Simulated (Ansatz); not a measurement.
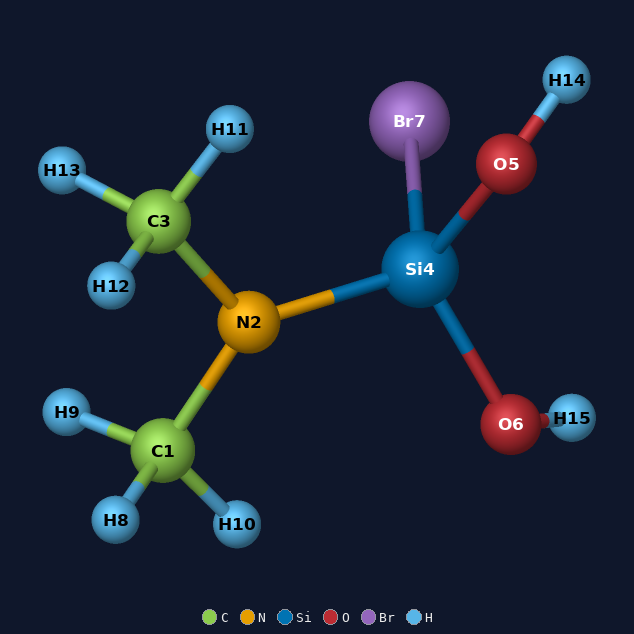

Harmonic vibrations computed with RKS PBE0-D4/def2-TZVP (Ansatz 0.2.0) at a stationary point of the same level.

### Minimum or transition state?

A minimum: no imaginary frequency, and the lowest mode lies at 54 cm⁻¹.

### How many vibrational modes are there, and where do they lie?

39 modes: 54, 79, 147, 189, 197, 207, 244, 260, 292, 295, 323, 383, 388, 434, 688, 822, 845, 918, 993, 1049, 1097, 1123, 1175, 1235, 1350, 1442, 1469, 1478, 1488, 1498, 1524, 3002, 3006, 3052, 3059, 3147, 3148, 3924, 3926 cm⁻¹.
